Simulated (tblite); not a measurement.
## Relaxed scan, with input and output: C5H8Sn

C5H8Sn, SMILES [SnH3][CH]1C=CC=C1, computed with GFN2-xTB relaxed scan under a harmonic restraint, gas phase (tblite 0.8.0).

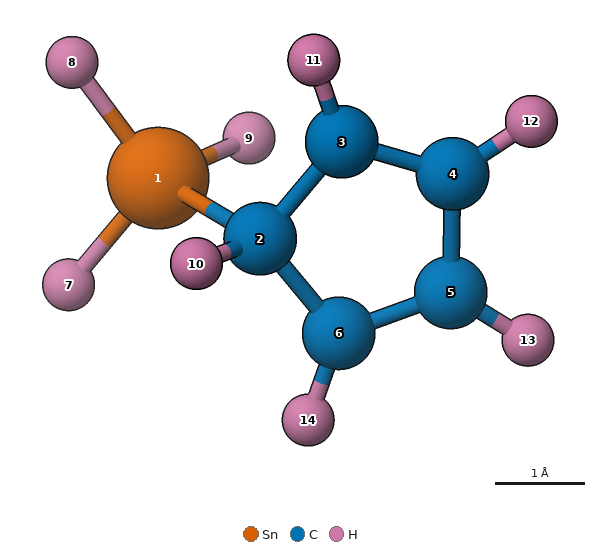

The structure as given in the input (ball-and-stick view, seen at a tilt; atoms are numbered from 1 in the order of the input). Sticks mark near contacts.

### Input file
```
{"job": {"xc": "GFN2-xTB", "basis": "xTB", "coordinate": [["d", [0, 1], 1], ["d", [0, 3], -1]], "kind": "drive"}, "charge": 0, "multiplicity": 1}
Sn     1.701328     0.650632    -0.924726
C     -0.284225     0.798707     0.004719
C     -0.161422     0.198564     1.343526
C     -0.803914    -0.984894     1.350016
C     -1.418439    -1.193896     0.069500
C     -1.154281    -0.138801    -0.724476
H      1.675768     1.192130    -2.509411
H      2.829042     1.583316    -0.110146
H      2.220619    -0.928535    -0.916805
H     -0.569284     1.846324    -0.029345
H      0.358223     0.667148     2.159265
H     -0.877499    -1.669440     2.176463
H     -2.010659    -2.054911    -0.185363
H     -1.505936     0.033183    -1.725384
```

The first line tells a small driver script what to run in tblite; the rest is the geometry in Å.

Launched with:
```bash
OMP_NUM_THREADS=1 python <driver script> task.json out
```

### The program's output
```
point  coordinate     E/eV
  0     -1.412     -457.35524
  1     -1.263     -457.32333
  2     -1.115     -457.26946
  3     -0.967     -457.19271
  4     -0.816     -457.09564
  5     -0.586     -457.12935
  6     -0.439     -457.24305
  7     -0.294     -457.31151
  8     -0.147     -457.35282
  9     -0.000     -457.36568
```

### Summary

| quantity | value |
| --- | --- |
| outcome | converged |
| hardware | 1 CPU thread, shared host |
| wall time | 2 s |
| peak memory | 0.19 GiB |
